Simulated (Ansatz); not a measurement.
# La4ZrO: a closer look at a trial structure

This session takes a relaxed cell of La4ZrO and sets out to compute bands, density of states and charges.

Computed with Ansatz 0.2.0 (DFT PBE, scalar-relativistic, plane waves, PAW, unless a step's input says otherwise).

1 further run of the same task is left out (set aside as unsound or not needed). Runs told in other sessions of the task aren't counted.

## (1) The system as given

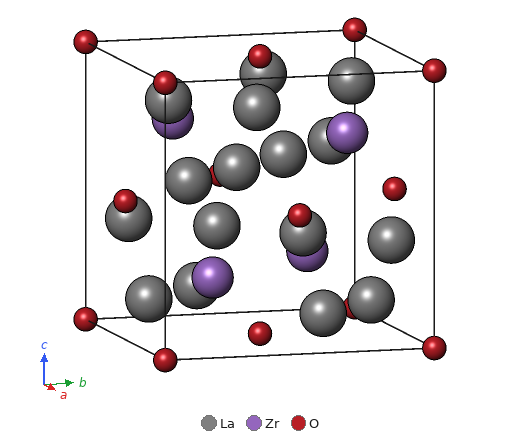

Start, viewed slightly off an axis; lanthanum grey, zirconium purple, oxygen red. Atoms on the faces are drawn again on the opposite ones. The cell drawn here is the conventional one.

Structure file:

```cif
data_structure
_symmetry_space_group_name_H-M 'F-43m'
_symmetry_Int_Tables_number 216
_cell_length_a 8.9657
_cell_length_b 8.9657
_cell_length_c 8.9657
_cell_angle_alpha 90.000
_cell_angle_beta 90.000
_cell_angle_gamma 90.000
_cell_volume 720.69
loop_
_atom_site_label
_atom_site_type_symbol
_atom_site_symmetry_multiplicity
_atom_site_Wyckoff_symbol
_atom_site_fract_x
_atom_site_fract_y
_atom_site_fract_z
_atom_site_occupancy
La1 La 16 e 0.87655 0.37655 0.87655 1
Zr1 Zr 4 d 0.25000 0.25000 0.75000 1
O1 O 4 a 0.00000 0.00000 0.00000 1
```

The cell was relaxed beforehand at this level, from a database cell with other species swapped in; it needn't be the stable form of this composition. At a tolerance of 0.05 Å it has space group F-43m (No. 216); it has 30.03 Å³/atom, an uncorrected energy of +0.68 eV/atom over the elements.

## (2) Bands, states and charges

Contents of input.yaml:

```yaml
crystal:
  lattice:
    - [0.0, 4.4828269465, 4.4828269465]
    - [4.4828269465, 0.0, 4.4828269465]
    - [4.4828269465, 4.4828269465, 0.0]
  atoms:
    - { symbol: La, position: [0.6234452704, 0.6234452704, 0.1296641888] }
    - { symbol: La, position: [0.6234452704, 0.1296641888, 0.6234452704] }
    - { symbol: La, position: [0.1296641888, 0.6234452704, 0.6234452704] }
    - { symbol: La, position: [0.6234452704, 0.6234452704, 0.6234452704] }
    - { symbol: Zr, position: [0.25, 0.25, 0.25], spin: 0.69 }
    - { symbol: O, position: [0.0, 0.0, 0.0] }
basis:
  ecutwfc: 420
kpoints:
  mp_grid: { grid: [8, 8, 8] }
  band_path:
    path:
      - [[0.0, 0.0, 0.0], [-0.5, -0.5, 0.0], [-0.375, -0.375, 0.25]]
      - [[-0.375, 0.0, 0.375], [0.0, 0.0, 0.0], [0.0, 0.0, 0.5], [-0.5, -0.25, 0.25], [-0.5, -0.5, 0.0]]
    npoints: 14
hamiltonian:
  xc: pbe
scf:
  occupations: { method: gaussian, width: 0.1 }
  n_extra_bands: 15
output:
  forces: true
  stress: true
  eigenvalues: true
  populations: true
  dos: { projected: true, de: 0.02, nscf_kmesh: { grid: [10, 10, 10] } }
  bader: true
  write_density: true
  write_potential: true
  elf: true
  volumetric_format: npy
magnetization:
  spin_polarized: true
checkpoint:
  read: start.run
  write: ck
  compress: false
  write_wavefunctions: false
  write_every: 100000
```

Launch:

```console
$ ansatz run input.yaml --threads 1 --pin off --max-ram 2560MiB --backend cpu --events-out ev --progress --plain --runs-dir out
```

What it wrote, cut to the lines that bear on the results:

```text
Warning: checkpoint.read: spin seed differs: saved cc0f02acf188…, current a3eb7b703534…; the loaded state replaces the seed-built initial guess (but the starting_ns of a DFT+U solve that opens without the state's occupation matrices), so the run may converge into the producing seed's [...]
Warning: RAYON_NUM_THREADS=1 ignored (pool sized by the plan → 1); use --threads N
La: projections on atomic orbitals take those of the free atom [Kr 4d10] 4f0 5s2 5p6 5d1 6s2, of charge +0.00 (hamiltonian.pseudopotentials.projection_atoms); the dataset's partial waves leave at most 1.9e-5 of an orbital's norm unspanned inside its sphere
scf.n_extra_bands = 15 over 31 filled bands (N_el = 62.0): the run solves 46 bands
[...]
Pseudopotentials: kind: paw
Pseudopotential: La, paw, valence charge 11, recommended cutoff 420 eV (normal), La.paw.azcp
Pseudopotential: Zr, paw, valence charge 12, recommended cutoff 420 eV (normal), Zr.paw.azcp
Pseudopotential: O, paw, valence charge 6, recommended cutoff 420 eV (normal), O.paw.azcp
Functional definition: PBE
[...]
Crystal: 6 atoms, lattice volume = 180.171 Å³
Basis set: ecut = 420 eV, 3527 PW (Γ), exchange–correlation on 90×90×90 points (8 copies of the dense FFT grid, shifted against one another)
Bands: 46, of which v1, the nominal top of the filled ones, is band 31 counted from 1 (30 counted from 0)
Symmetry: 24 space group operations
Space group: F-43m (ITA 216), of the structure as read, at distance tolerance 5.6e-5 Å
Magnetic group: BNS 216.74 (UNI 1576), of the structure as read, at distance tolerance 5.6e-5 Å
[...]
Per-site moments (μB) at R_I (Å): [(0.04752247612429858, 1.2912947079980346), (0.047522476124298975, 1.2912947079980346), (0.04752247612429871, 1.2912947079980346), (0.04752247612429883, 1.2912947079980346), (0.6308554190694284, 1.5315452824684908), (0.017292190730728383, 1.5350125356766737)]
Free energy (F): -29745.126617 eV
[...]
E sigma→0 (E₀):  -29745.103241 eV
Entropy (-TS):   -0.046750 eV (-7.792 meV/atom)
Fermi energy:    10.703321 eV
[...]
--- Forces (eV/Å), atoms counted from 1 ---
  atom   1  La     0.00106369     0.00106369    -0.00106369
  atom   2  La     0.00106369    -0.00106369     0.00106369
  atom   3  La    -0.00106369     0.00106369     0.00106369
  atom   4  La    -0.00106369    -0.00106369    -0.00106369
  atom   5  Zr    -0.00000000     0.00000000    -0.00000000
  atom   6  O     -0.00000000     0.00000000     0.00000000
[...]
--- Stress (GPa, compression-positive) ---
       -0.002226       0.000000      -0.000000
       -0.000000      -0.002226       0.000000
        0.000000       0.000000      -0.002226
  P = ⅓ Tr σ = -0.0022 GPa (-0.022 kbar)
--- Band table (eV; the first three rows and the last of 58) ---
[...]
--- Löwdin populations: 6 sites ---
  site symbol       q [e]    m [muB]
     0     La     10.9268     0.1115
     1     La     10.9268     0.1115
     2     La     10.9268     0.1115
     3     La     10.9268     0.1115
     4     Zr     11.4182     0.7626
     5      O      6.6920     0.0208
  spilling = 0.002943 (of n_electrons = 62.000000)
--- Bader charges: 6 sites ---
  site symbol  charge [e]  shift [e]    m [muB]
     0     La      0.2893     0.0000     0.1139
     1     La      0.2893     0.0000     0.1139
     2     La      0.2893     0.0000     0.1139
     3     La      0.2893     0.0000     0.1139
     4     Zr     -0.0050     0.0000     0.7728
     5      O     -1.1523     0.0000     0.0192
  estimated error of the sums over rays = 6.1e-4 e
```

It took 6.5 min on 1 thread of Intel Xeon at 2.50GHz (Skylake/Cascade Lake), shared host; peak memory 0.95 GiB.

start.run is the saved state of the run that this one goes on from.

By site:

| atom | moment in the atom's sphere (μB) | Löwdin electrons | Bader charge (e) | Bader volume (Å³) |
| --- | --- | --- | --- | --- |
| La1 | 0.05 | 10.93 | +0.29 | 29.9 |
| La2 | 0.05 | 10.93 | +0.29 | 29.9 |
| La3 | 0.05 | 10.93 | +0.29 | 29.9 |
| La4 | 0.05 | 10.93 | +0.29 | 29.9 |
| Zr5 | 0.63 | 11.42 | -0.01 | 35.5 |
| O6 | 0.02 | 6.69 | -1.15 | 25.1 |

The Löwdin counts miss 0.18 of the 62 electrons, which the atomic orbitals do not span, so they are no charges.

From bands.tsv, the levels nearest the Fermi level at the path's corners, in eV from the Fermi level:

```tsv
point	band 31 up	band 30 dn	band 31 dn	band 32 up	band 32 dn	band 33 up	band 34 up	band 33 dn
Γ	-0.41	-0.14	-0.14	0.11	0.29	0.11	0.11	0.29
X	-0.47	-0.35	-0.18	-0.05	0.51	0.45	0.47	0.54
U	-0.23	-0.20	0.02	-0.07	0.22	0.55	0.66	0.68
K	-0.23	-0.20	0.02	-0.07	0.22	0.55	0.66	0.68
Γ	-0.41	-0.14	-0.14	0.11	0.29	0.11	0.11	0.29
L	-0.50	-0.14	-0.14	-0.13	0.02	0.25	0.25	0.50
W	-0.21	-0.09	0.00	-0.04	0.19	0.14	0.33	0.23
X	-0.47	-0.35	-0.18	-0.05	0.51	0.45	0.47	0.54
```

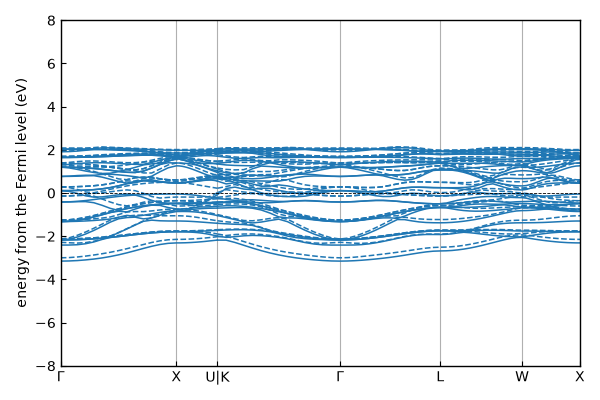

Bands along the path. Spin down is dashed. Deeper bands lie below the window drawn.

Counts of states by energy window (eV from the Fermi level), total and by projection:

| from | to | total | La 6s | La 5d | La 4f | Zr 4d | O 2p |
| --- | --- | --- | --- | --- | --- | --- | --- |
| -3 | -2 | 2.56 | 0.32 | 0.98 | 0.04 | 0.04 | 0.76 |
| -2 | -1 | 7.58 | 0.39 | 2.97 | 0.19 | 0.33 | 3.15 |
| -1 | 0 | 9.76 | 0.57 | 4.95 | 0.62 | 2.27 | 0.82 |
| 0 | 1 | 10.26 | 0.48 | 5.06 | 1.82 | 2.01 | 0.39 |

The solved bands begin to run out at 1.9 eV, so nothing above is shown.

A further 42 or so states lie below the table's range.

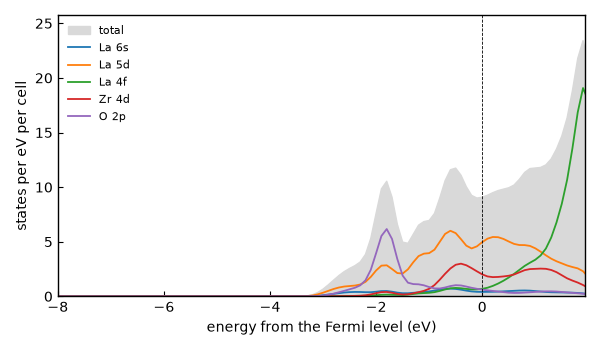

Total and projected density of states, smoothed over about 0.40 eV.

Axes a, b and c in the maps are those of this run's conventional cell (a, b, c = 8.966, 8.966, 8.966 Å).

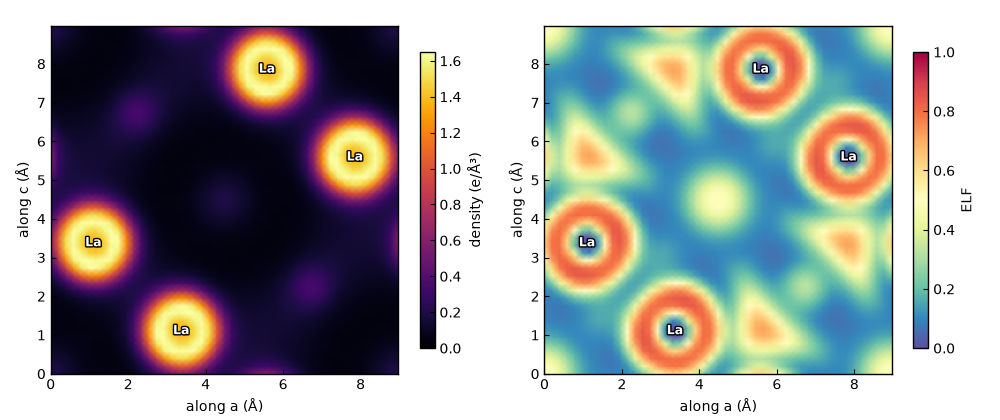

Density (left) and ELF (right) in a lattice plane of the grid's cell (edges 8.97 and 8.97 Å, at 0.123 of the third edge), which holds La. Only atoms in the plane are labelled. Both are smooth fields of the valence electrons: close to the nuclei they are not physical.

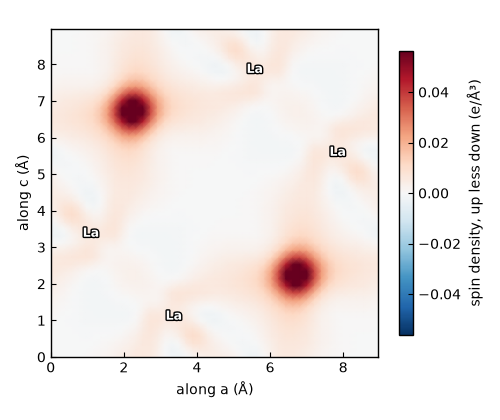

Spin density in a lattice plane of the grid's cell (edges 8.97 and 8.97 Å, at 0.123 of the third edge), which holds La.

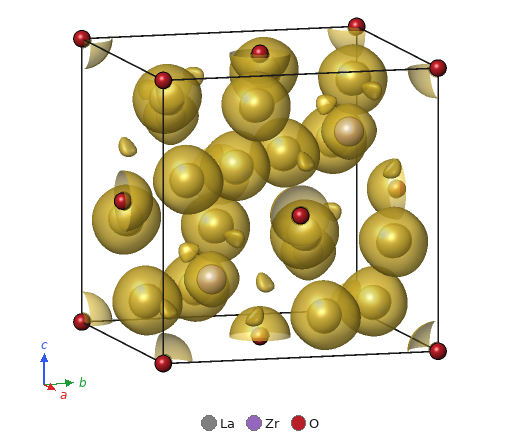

Surface of ELF = 0.66, drawn in one cell.

Maxima of ELF outside the ion cores: 0.83 in the shell around O, 0.6 Å from O; 0.72 between the atoms, 1.9 Å from Zr.

## (3) Results

| quantity | value |
| --- | --- |
| gap | none (metal) |
| states at the Fermi level | 8.20 per eV per cell |
| Bader charges | La +0.29, Zr -0.01, O -1.15 e |

What this shows: There is no gap at this level. Of the projected weight within 0.25 eV of the Fermi level, the largest part is La 5d (55 %) and Zr 4d (23 %). Bader charges reach 1.2 e, so charge transfer in this metal is strong. These runs have no spin-orbit coupling; with La it would split and shift bands. Other magnetic orders were not searched.
